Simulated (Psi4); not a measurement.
# [SiCl3]+ (SMILES Cl[Si+](Cl)Cl) at BHLYP/aug-cc-pVDZ

Aim: the vertical singlet–triplet gap of [SiCl3]+ at BHLYP/aug-cc-pVDZ, from 2 runs. 

Program for the calculation: Psi4 1.11.

9 further runs of the same task are left out: 8 that didn't finish, 1 set aside as unsound or not needed.

## 1. The structure to begin with

The species is [SiCl3]+ (4 atoms), meant as a singlet with charge +1. SMILES: `Cl[Si+](Cl)Cl`. The shape is that of a PBE0-D4/def2-TZVP optimisation.

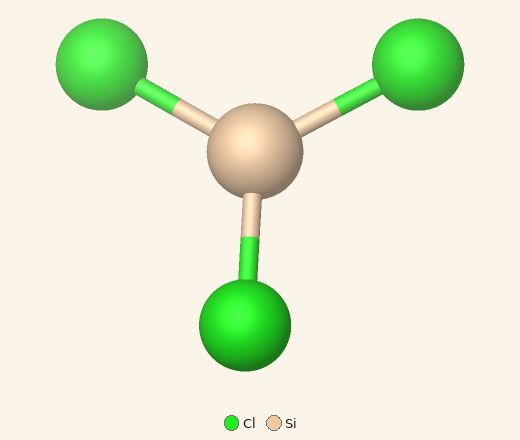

Viewed from a chosen angle; chlorine green, silicon light orange.

## 2. The energy at BHLYP/aug-cc-pVDZ

File cl3si.xyz:

```xyz
4
Cl3Si
Cl    -1.556000    -0.622300     0.990900
Si     0.000000    -0.000100    -0.000100
Cl     1.772000    -0.669600     0.449500
Cl    -0.216000     1.292000    -1.440300
```

File cl3si.py:

```python
import psi4

psi4.set_memory('2200 MB')
psi4.set_num_threads(1)
psi4.core.set_output_file('output.dat', False)

with open('cl3si.xyz') as f:
    atoms = ''.join(f.readlines()[2:])
mol = psi4.geometry('1 1\n' + atoms + 'symmetry c1')

psi4.set_options({
    'basis': 'aug-cc-pVDZ',
    'puream': True,
    'e_convergence': 1e-09,
    'd_convergence': 1e-08,
    'scf_type': 'pk',
    'dft_radial_points': 99,
    'dft_spherical_points': 590,
})

result, w = psi4.energy("BHHLYP", return_wfn=True)
psi4.oeprop(w, "DIPOLE", "MAYER_INDICES", "WIBERG_LOWDIN_INDICES")
print(f'BHHLYP energy: {result:.10f} Eh')
```

The run is started by

```
$ python cl3si.py
```

output.dat:

```text
[...]
  Running in c1 symmetry.
[...]
  Nuclear repulsion =  330.127150927455659
[...]
  Multiplicity = 1
[...]
  Nalpha       = 32
  Nbeta        = 32
[...]
    Number of basis functions: 108
[...]
   @RKS iter   1: -1669.88816452998640    5.41241e-01   2.10196e-03 DIIS/ADIIS
[...]
   @RKS iter   9: -1669.91841558528631   -2.50111e-12   2.02722e-09 DIIS
[...]
    Orbital Energies [Eh]
    ---------------------
    Doubly Occupied:
       1A   -103.067992     2A   -103.067992     3A   -103.067989
       4A    -67.558052     5A    -10.146221     6A    -10.146213
       7A    -10.146211     8A     -7.795953     9A     -7.795952
      10A     -7.795949    11A     -7.790719    12A     -7.790719
      13A     -7.790716    14A     -7.789557    15A     -7.789557
      16A     -7.789554    17A     -6.000242    18A     -4.266008
      19A     -4.263026    20A     -4.263026    21A     -1.236761
      22A     -1.194530    23A     -1.194527    24A     -0.840799
      25A     -0.737211    26A     -0.737208    27A     -0.686843
      28A     -0.650662    29A     -0.650661    30A     -0.637768
      31A     -0.637765    32A     -0.615234
[...]
  @RKS Final Energy: -1669.91841558528631
   => Energetics <=
    Nuclear Repulsion Energy =            330.1271509274556593
    One-Electron Energy =               -2949.5679992890732137
    Two-Electron Energy =                1003.6103585083036478
    DFT Exchange-Correlation Energy =     -54.0879257319724118
    Empirical Dispersion Energy =           0.0000000000000000
    VV10 Nonlocal Energy =                  0.0000000000000000
    Total Energy =                      -1669.9184155852863114
[...]
 Multipole Moments:
 ------------------------------------------------------------------------------------
     Multipole            Electronic (a.u.)      Nuclear  (a.u.)        Total (a.u.)
 ------------------------------------------------------------------------------------
 L = 1.  Multiply by 2.5417464519 to convert [e a0] to [Debye]
 Dipole X            :          0.0000159            0.0000000            0.0000159
 Dipole Y            :         -0.0000885           -0.0000794           -0.0001679
 Dipole Z            :         -0.0001011           -0.0000794           -0.0001805
 Magnitude           :                                                    0.0002471
[...]
```

The script printed:

```text
BHHLYP energy: -1669.9184155853 Eh
```

It took 43 s on 1 thread of Intel Xeon Platinum 8259CL at 2.50GHz (Skylake/Cascade Lake), shared host; peak memory 0.87 GiB.

## 3. The triplet: energy and forces at UBHLYP/aug-cc-pVDZ

File calc.in:

```
memory 2.2 GB

molecule geom {
  1 3
  Cl    -1.556000    -0.622300     0.990900
  Si     0.000000    -0.000100    -0.000100
  Cl     1.772000    -0.669600     0.449500
  Cl    -0.216000     1.292000    -1.440300
  symmetry c1
  no_reorient
  no_com
}

set basis aug-cc-pVDZ
set reference uks
set puream true
set e_convergence 1e-09
set d_convergence 1e-08
set scf_type pk
set dft_radial_points 99
set dft_spherical_points 590
set maxiter 100

E, wfn = gradient("bhhlyp", return_wfn=True)
oeprop(wfn, "QUADRUPOLE", "MULLIKEN_CHARGES", "LOWDIN_CHARGES")
```

The run is started by

```
$ psi4 calc.in calc.out -n 1
```

calc.out:

```text
[...]
  Running in c1 symmetry.
[...]
  Nuclear repulsion =  330.127150927455659
[...]
  Multiplicity = 3
[...]
  Nalpha       = 33
  Nbeta        = 31
[...]
    Number of basis functions: 108
[...]
   @UKS iter   1: -1669.69231725350232    7.37088e-01   1.04160e-03 ADIIS/DIIS
[...]
   @UKS iter  14: -1669.70346999884896   -5.43423e-11   1.15214e-09 DIIS
[...]
   @S^2 Observed:                2.017507094E+00
[...]
  @UKS Final Energy: -1669.70346999884896
   => Energetics <=
    Nuclear Repulsion Energy =            330.1271509274556593
    One-Electron Energy =               -2949.2629348788577772
    Two-Electron Energy =                1003.5024792977724246
    DFT Exchange-Correlation Energy =     -54.0701653452192303
    Empirical Dispersion Energy =           0.0000000000000000
    VV10 Nonlocal Energy =                  0.0000000000000000
    Total Energy =                      -1669.7034699988489592
[...]
  -Total Gradient:
     Atom            X                  Y                   Z
    ------   -----------------  -----------------  -----------------
       1        0.036305444204     0.014459474649    -0.023182521536
       2        0.000018894528     0.000192158612     0.000175911861
       3       -0.041355772770     0.015558477130    -0.010543114876
       4        0.005030747561    -0.030209492751     0.033549169486
[...]
 Multipole Moments:
 ------------------------------------------------------------------------------------
     Multipole            Electronic (a.u.)      Nuclear  (a.u.)        Total (a.u.)
 ------------------------------------------------------------------------------------
 L = 1.  Multiply by 2.5417464519 to convert [e a0] to [Debye]
 Dipole X            :         -0.0000160            0.0000000           -0.0000160
 Dipole Y            :          0.0003028            0.0005669            0.0008697
 Dipole Z            :          0.0003108            0.0005669            0.0008777
 Magnitude           :                                                    0.0012357
 L = 2.  Multiply by 1.3450342976 to convert [e a0^2] to [Debye ang]
 Quadrupole XX       :       -367.1979935          340.4374379          -26.7605556
 Quadrupole XY       :         29.4604639          -30.1904063           -0.7299424
[...]
  Mulliken Charges: (a.u.)
   Center  Symbol    Alpha    Beta     Spin     Total
       1    CL     8.67433  8.27058  0.40376  0.05509
       2    SI     6.97707  6.18810  0.78897  0.83483
       3    CL     8.67430  8.27067  0.40363  0.05504
       4    CL     8.67430  8.27066  0.40365  0.05504
   Total alpha = 33.00000, Total beta = 31.00000, Total charge =  1.00000
  Lowdin Charges: (a.u.)
   Center  Symbol    Alpha    Beta     Spin     Total
       1    CL     8.51758  8.03674  0.48083  0.44568
       2    SI     7.44733  6.88960  0.55773 -0.33693
[...]
```

It took 2.7 min on 1 thread of Intel Xeon Platinum 8259CL at 2.50GHz (Skylake/Cascade Lake), shared host; peak memory 0.87 GiB.

## 4. What came out

Level: BHLYP/aug-cc-pVDZ.

| quantity | value |
| --- | --- |
| singlet: total energy | -1669.91842 Eh |
| singlet: HOMO energy | -16.74 eV |
| singlet: LUMO energy | -7.42 eV |
| singlet: HOMO–LUMO gap | 9.33 eV |
| triplet: total energy | -1669.70347 Eh |
| triplet: HOMO energy (highest over α and β) | -10.97 eV |
| triplet: ⟨S²⟩ | 2.018 |
| triplet: largest force on an atom | 2.337 eV/Å |
| vertical energy of the triplet above the singlet | 5.849 eV |

What this shows: At this shape the triplet lies 5.85 eV (564 kJ/mol) above the singlet.
